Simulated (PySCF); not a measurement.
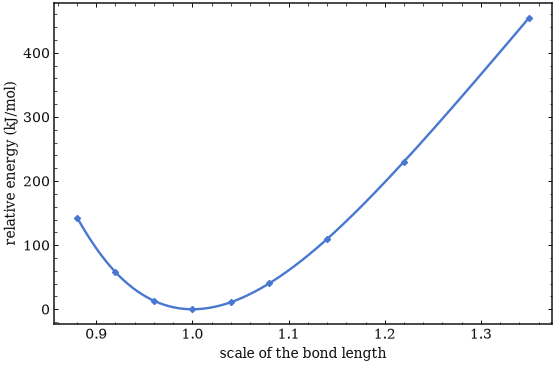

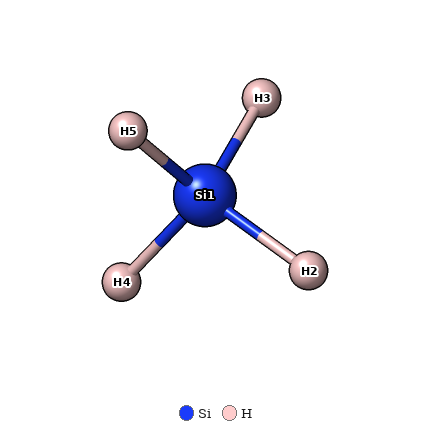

Rigid scan of SiH₄, singlet, from a minimum of the shape that electron-pair counting expects: all bonds to atom 1 scaled (atom 1 is the central atom). PBE/def2-TZVP, PySCF 2.14.0, restricted determinant, no spin-orbit coupling; energies counted from the minimum. Splines pass through the computed points, which are marked.

### What does it cost to go to either end of the scan?

143.1 kJ/mol at 0.88 and 454.6 kJ/mol at 1.35.

### Give the values at the computed points.

In kJ/mol:
| scale of the bond length | PBE |
| --- | --- |
| 0.88 | 143.1 |
| 0.92 | 57.9 |
| 0.96 | 13.2 |
| 1.00 | 0.0 |
| 1.04 | 11.0 |
| 1.08 | 40.5 |
| 1.14 | 109.5 |
| 1.22 | 230.4 |
| 1.35 | 454.6 |
